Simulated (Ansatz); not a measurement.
CH₃FSSi

Input

```
crystal:
  periodic: [false, false, false]
  atoms:
    - {symbol: F, position_ang: [-1.909019, 0.103097, 0.435699]}
    - {symbol: C, position_ang: [-0.813138, 0.144105, -0.378074]}
    - {symbol: Si, position_ang: [0.883107, -0.025620, 0.355103]}
    - {symbol: S, position_ang: [-0.085407, -1.497257, -0.777921]}
    - {symbol: H, position_ang: [-1.031660, 0.735837, -1.262872]}
    - {symbol: H, position_ang: [0.977535, -0.211915, 1.817346]}
    - {symbol: H, position_ang: [2.039781, 0.683753, -0.234981]}
basis:
  gaussian: {orbitals: def2-TZVPP}
hamiltonian: {xc: pbe0, dispersion: d4}
output: {orbitals: {seedname: orbitals}}
```

Run with:

```sh
ansatz run in.yaml --threads 2 --pin off --events-out ev --progress --plain --max-ram 4352MiB
```

Geometry: PBE0-D4/def2-TZVP.

Theory: RKS PBE0-D4/def2-TZVPP in Ansatz 0.2.0.

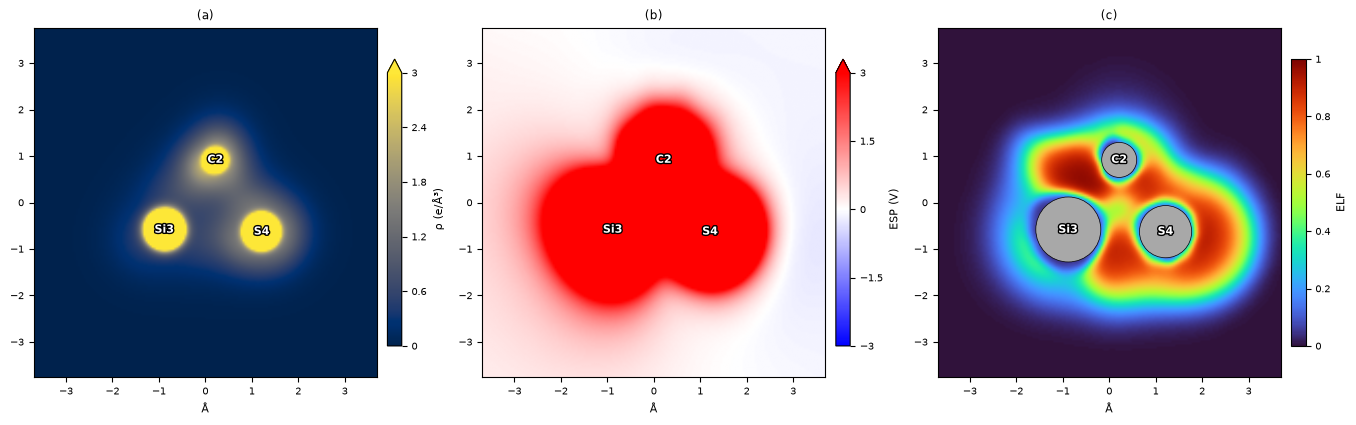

Figure 1. (a) electron density; (b) molecular electrostatic potential; (c) electron localisation function on the plane of atoms Si3, C2 and S4. Grey discs cover the atomic cores in the ELF map.

**Interpret the plot.**

Atoms in the plane: C, Si and S.
C–S (1.84 Å): ρ is about 1.2 e/Å³ halfway; the ELF peaks at about 0.85 between the atoms (a shared electron pair).
C–Si (1.86 Å): ρ at the midpoint is about 0.95 e/Å³; the ELF peaks at about 0.95 between the atoms; a covalent bond.
Si–S (2.09 Å): ρ is about 0.81 e/Å³ halfway; the ELF peaks at about 0.75 between the atoms (a shared electron pair).
The ELF also peaks beside S4, away from the bonds: lone-pair regions.
The potential has no marked negative region in this plane.

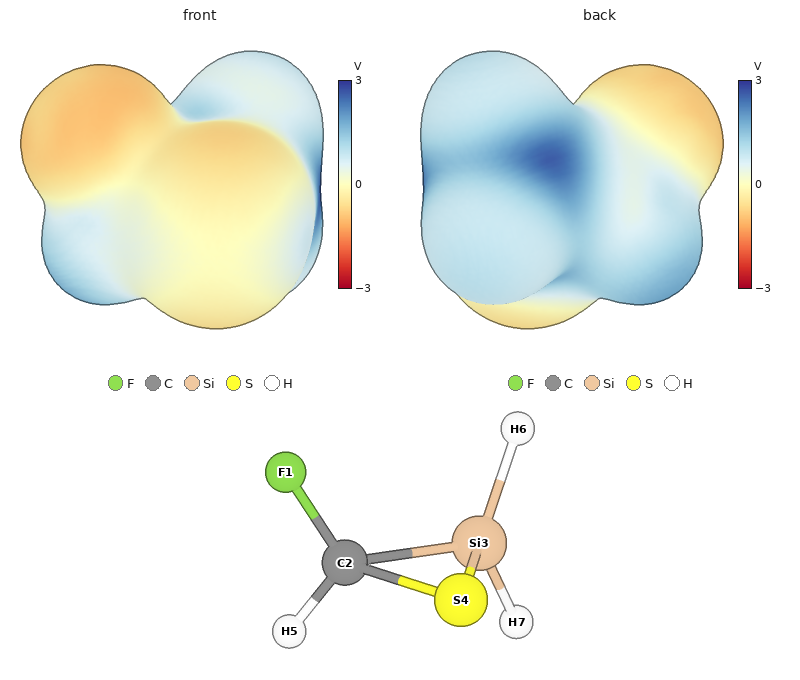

Figure 2. The molecular electrostatic potential painted on the density surface at 0.004 e/bohr³, seen from the front and from behind; the colour scale runs from red (negative) to blue (positive). The bare structure is drawn below in the same view.

**Where is the surface potential most negative and most positive?**

The most negative region (about −1.0 V) lies over F1, the most positive (about +2.5 V) over Si3.

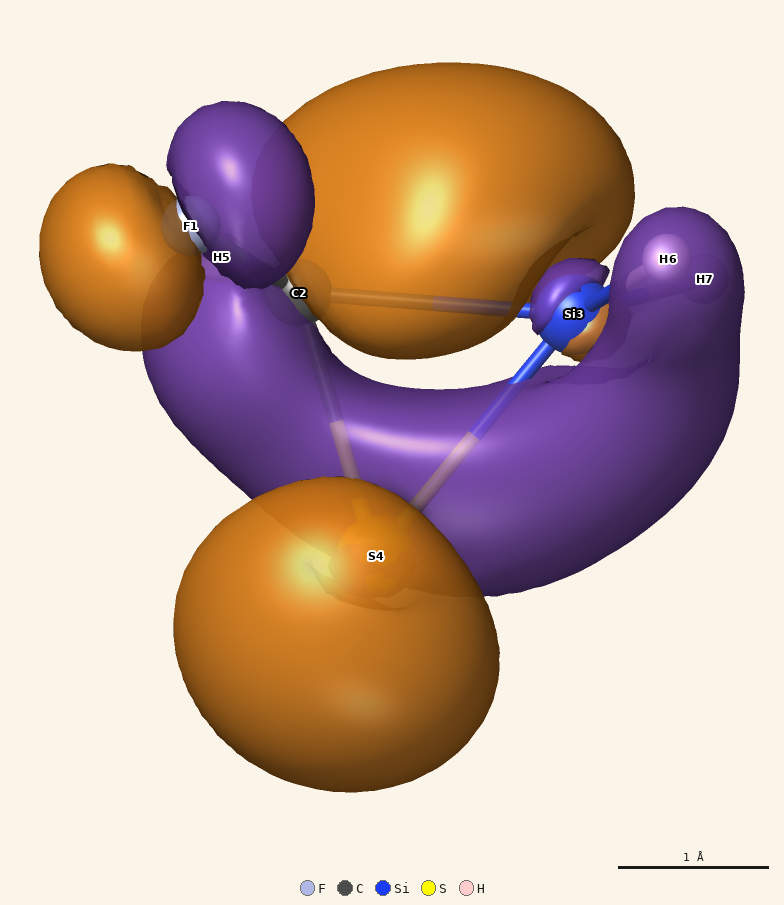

Figure 3. The HOMO−1 at ±0.1 Å⁻³ᐟ² (orange and purple are the two phases), seen from one side.

**Where does this orbital lie, and at what energy?**

Its weight (Hirshfeld) is mainly on S4 (about 35 %), C2 (about 25 %), Si3 (about 25 %) and F1 (about 10 %). Its energy is −7.95 eV.
